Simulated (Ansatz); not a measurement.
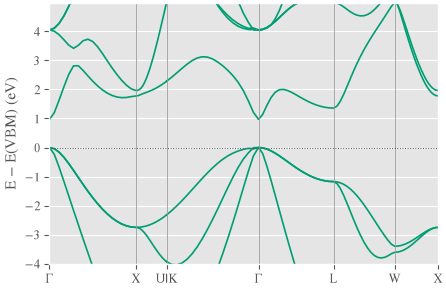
Band structure from r²SCAN (plane waves, PAW; program Ansatz)

### Question
Read off the gap and where the band edges lie.

### Answer
About 1.0 eV (0.97 eV by a search for the band edges); maximum at Γ, minimum at Γ.

The material is GaAs (zinc blende, F-43m).

The r²SCAN relaxation kept the symmetry of its start. Scalar-relativistic: spin–orbit coupling is off unless named, which matters more the heavier the elements.

Potentials: the earlier of the program's two PAW sets.
